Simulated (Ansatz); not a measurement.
Input file:

```
crystal:
  periodic: [false, false, false]
  atoms:
    - {symbol: O, position_ang: [0.000000, -0.000000, -0.023040]}
    - {symbol: Ge, position_ang: [-0.000000, 0.000000, 1.599530]}
basis:
  gaussian: {orbitals: def2-TZVPP}
hamiltonian: {xc: pbe0, dispersion: d4}
output: {orbitals: {seedname: orbitals}}
```

Launched as:

```sh
ansatz run in.yaml --threads 2 --pin off --events-out ev --progress --plain --max-ram 32768MiB --backend cpu
```

Geometry: PBE0-D4/def2-TZVP.

These are results of RKS PBE0-D4/def2-TZVPP (Ansatz), not measurements.

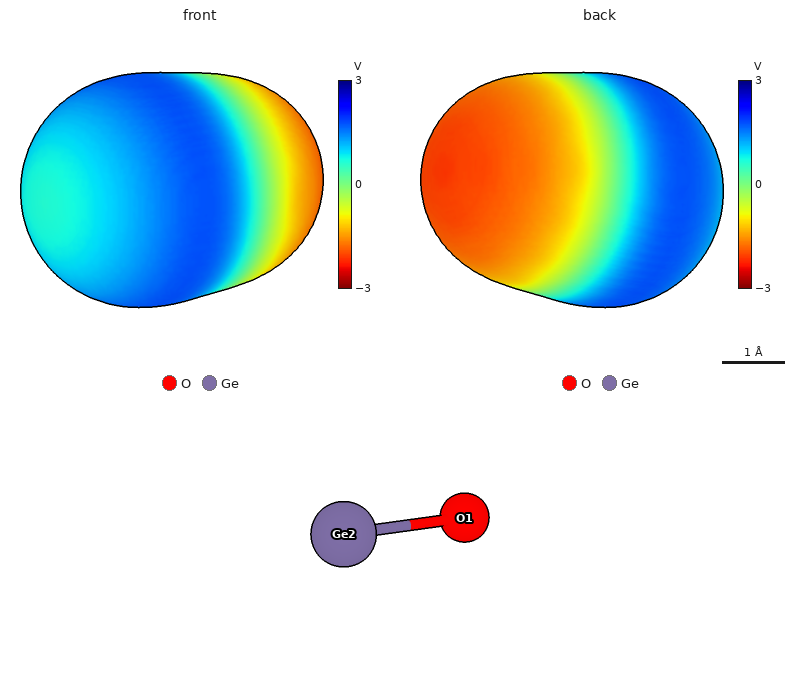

GeO (SMILES [O]=[Ge]). The molecular electrostatic potential painted on the density surface at 0.002 e/bohr³, seen from the front and from behind; red is negative and blue positive. The bare structure is drawn below in the same view.

> Which sites attract a positive test charge, and which a negative one?

A positive charge is drawn to the negative regions and a negative charge to the positive ones. The most negative region (about −2.1 V) lies over O1, the most positive (about +1.8 V) over Ge2. O1 is the likeliest acceptor of a hydrogen bond.
